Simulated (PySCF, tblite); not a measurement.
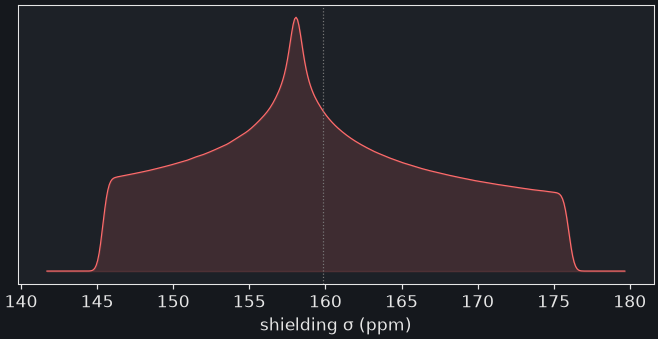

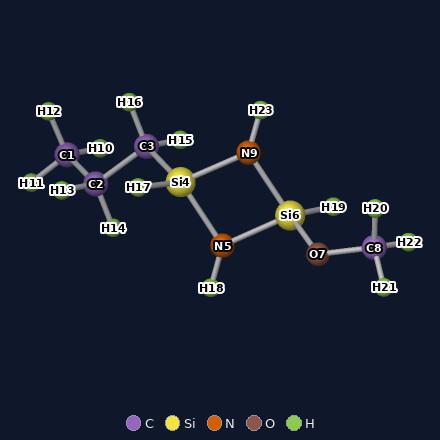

Static powder pattern (¹³C) from GIAO shielding tensors of C₄H₁₄N₂OSi₂, SMILES CCC[Si@H]1N[Si@H](OC)N1, PBE0/pcSseg-1 in PySCF, at a GFN2-xTB geometry (a minimum by its frequencies); absolute shielding, one fixed geometry of the isolated molecule without any motion, no dipolar terms. The dotted line is the isotropic value; skew is 3(σiso − σ22)/span.

The pattern belongs to C3. Give the principal values, span and skew.

Answer. C3: σ11, σ22, σ33 = 145, 158, 176 ppm, isotropic 160, span 31 ppm, skew 0.17.

Note: the tight-binding geometry is rougher than a DFT one and adds to the error; one conformer of a flexible molecule.
